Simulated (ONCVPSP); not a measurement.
## Pseudopotential generation for He

- system: helium (He, Z = 2), core none, reference valence 1s1 (an ion of charge +1), valence charge 2.
- method: ONCV potential, Wu-Cohen, scalar-relativistic, made with ONCVPSP 4.0.1

**Results in brief**

- outcome: generated
- cutoffs needed: 120 Ha and 555 Ha (the cutoffs at which the residual kinetic energy of the hardest occupied pseudo-wave falls to 1 and 0.1 mHa per electron)
- ghost test: no bound ghost flagged; no localised positive-energy state flagged
- largest excitation error: +2.5 meV (all-electron minus pseudo) for 1s2, out of 2 test configurations
- range over which the phases arctan(r R′/R) at the test radius agree within 0.05 rad (a looser test near the poles than one of phase shifts): s: over the whole range computed; p: over the whole range computed; d: not judged, local potential alone; f: not judged, local potential alone
- hardware: 1 CPU thread, shared host
- wall time: 1.8 s

**Input**
```
# ATOM AND REFERENCE CONFIGURATION
# atsym  z   nc   nv     iexc    psfile
  He 2.00    0    1  -118130      upf
#
#   n    l    f
    1    0    1.00
#
# PSEUDOPOTENTIAL AND OPTIMIZATION
# lmax
    1
#
#   l,   rc,      ep,       ncon, nbas, qcut
    0    0.40    0.00    4    8   16.10
    1    0.40    0.04    5    8   19.50
#
# LOCAL POTENTIAL
# lloc, lpopt,  rc(5),   dvloc0
    0    5    0.40    0.00
#
# VANDERBILT-KLEINMAN-BYLANDER PROJECTORs
# l, nproj, debl
    0    0    3.60
    1    1    3.60
#
# MODEL CORE CHARGE
# icmod, fcfact, rcfact
    0    0.00    0.00
#
# LOG DERIVATIVE ANALYSIS
# epsh1, epsh2, depsh
   -3.00    5.00    0.02
#
# OUTPUT GRID
# rlmax, drl
    6.00    0.01
#
# TEST CONFIGURATIONS
# ncnf
    2
# nvcnf
#   n    l    f
    1
    1    0    2.00
#
    1
    1    0    1.50
#
```

Command:
```bash
oncvpsp.x < He.dat > He.out
```

**Output (extracts)**
```
ONCVPSP  (Optimized Norm-Conservinng Vanderbilt PSeudopotential)
scalar-relativistic version 4.0.1

#   n    l    f        energy (Ha)
    1    0    1.00    -1.4274384E+00

Reference configufation results
  iterations    24
  all-electron total energy (Ha)   -1.88847694D+00

Begin loop to  construct optimized pseudo wave functions
and semi-local pseudopoentials for all angular momenta

Calculating optimized projector #   1

 for l=   0

    Fraction of norm inside rc  0.206010
    Optimizing pswf for qcut=  16.06 a_B^-1,  ecut= 129.04 Ha
    Residual kinetic energy error=  6.86D-04 Ha

    Energy error per electron        Cutoff
         Ha          eV             Ha
         0.01000     0.27211       69.46
         0.00100     0.02721      119.84
         0.00010     0.00272      555.01
         0.00001     0.00027     1060.03

   Wellstate for l =  1  n =  2
     eigenvalue =   0.0400
     asymptotic potential =   0.5400
     half-point radius =  2.7674

Calculating optimized projector #   1

 for l=   1

    Fraction of norm inside rc  0.001663
    Optimizing pswf for qcut=  19.51 a_B^-1,  ecut= 190.27 Ha
    Residual kinetic energy error=  4.26D-07 Ha

    Energy error per electron        Cutoff
         Ha          eV             Ha
         0.01000     0.27211        5.53
         0.00100     0.02721       15.06
         0.00010     0.00272       40.75
         0.00001     0.00027       91.35

Construct Vanderbilt / Kleinmman-Bylander projectors

Pseudoatom total energy   -1.888277

Diagnostic tests using Vanderbilt-Kleinman-Bylander pseudopotentials
  1 or more projectors used as specified by nproj input data

   l    rcore       rmatch      e in        delta e   norm test  slope test

   0   0.4015457   0.4137375  -1.4274384  -0.0000486   0.9999948   0.9999515

   1   0.4015457   0.4137375   0.0400000   0.0001635   1.0000016   1.0000016

 Testing for bound ghosts
   n   l    E NL Schr. Eq   E Basis Diag.   E Cutoff

   2   1       -0.183266        4.428412   1356.94

 Testing for highly-localized positive-energy ghosts
       l    <radius>/rc     E Basis Diag.   E Cutoff

Test configuration 0

   n   l     f        eae           eps        diff
   1   0  1.0000   -1.42743843   -1.42748705   -4.86D-05

    Total energies and differences
      AE_ref= -1.88847694D+00  AE_tst= -1.88847694D+00  dif=  0.00D+00
      PS_ref= -1.88827674D+00  PS_tst= -1.88827674D+00  dif=  0.00D+00
      PSP excitation error=  0.00D+00

Test configuration 1

   n   l     f        eae           eps        diff
   1   0  2.0000   -0.57373133   -0.57380494   -7.36D-05

    Total energies and differences
      AE_ref= -1.88847694D+00  AE_tst= -2.87156552D+00  dif= -9.83D-01
      PS_ref= -1.88827674D+00  PS_tst= -2.87145616D+00  dif= -9.83D-01
      PSP excitation error=  9.08D-05

Test configuration 2

   n   l     f        eae           eps        diff
   1   0  1.5000   -0.97426148   -0.97436447   -1.03D-04

    Total energies and differences
      AE_ref= -1.88847694D+00  AE_tst= -2.48706814D+00  dif= -5.99D-01
      PS_ref= -1.88827674D+00  PS_tst= -2.48691171D+00  dif= -5.99D-01
      PSP excitation error=  4.38D-05
```

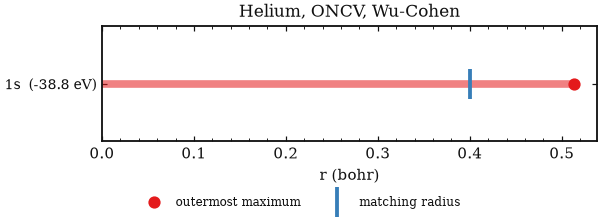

**Figure 1.** Outer shells of the all-electron reference atom: each bar runs from the outermost node (or the nucleus) to the outermost maximum of u(r); the tick is the radius chosen for the pseudo-wave. Shells without a tick have no pseudo-wave of their own. Levels, nodes and maxima are from ld1.x, scalar-relativistic.

- Radii against the shells: 1s: 0.40 bohr, inside the maximum.

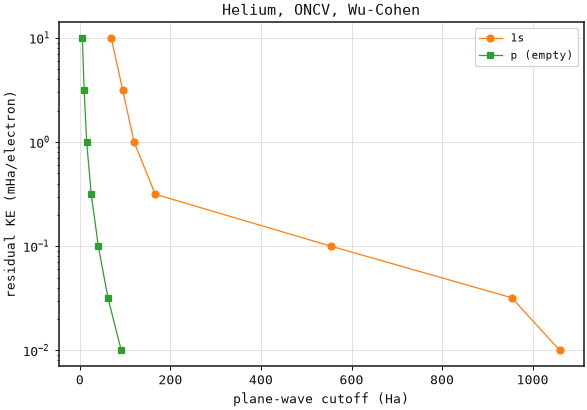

**Figure 2.** Residual kinetic energy of the pseudo-waves (the first of each channel, and further valence shells) beyond the plane-wave cutoff, as the generator prints it.

- Cutoffs for the occupied states: 120 Ha for 1 mHa and 555 Ha for 0.1 mHa per electron. The first is set by 1s.
- Hardest wave at 1 mHa per electron: 1s, with rc = 0.40 bohr and qcut = 16.1 1/bohr. The optimisation minimises, but can't always remove, the kinetic energy above qcut²/2 = 129.6 Ha, and a larger rc would as a rule soften the wave at some cost in transferability.
- Cutoffs for 1 mHa per electron: 1s: 120 Ha; p (empty): 15 Ha.

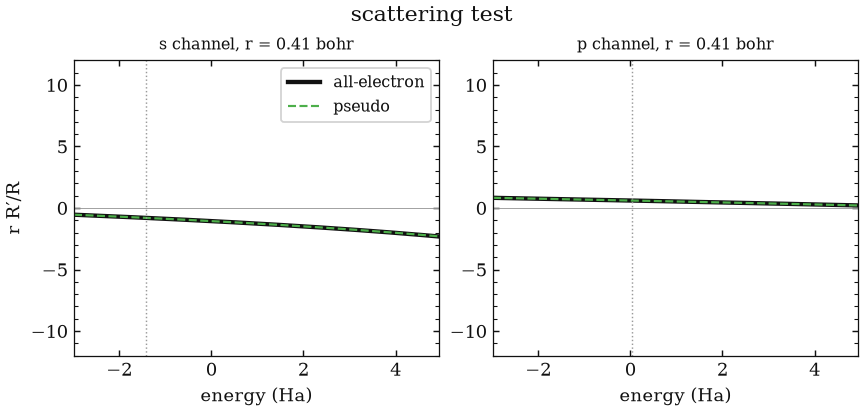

**Figure 3.** Logarithmic derivatives r R′/R at the test radius against energy, all-electron atom (solid) and pseudo-atom (dashed). Here R(r) is the radial function. The dotted line marks the reference energy of the channel. Not drawn: d: not judged; f: not judged.

- Zeros of the logarithmic derivative: s: all-electron nowhere, pseudo nowhere; p: all-electron nowhere, pseudo nowhere.
- Poles, where the radial function vanishes at the test radius: s: all-electron at no energy in the range, pseudo at no energy in the range; p: all-electron at no energy in the range, pseudo at no energy in the range.
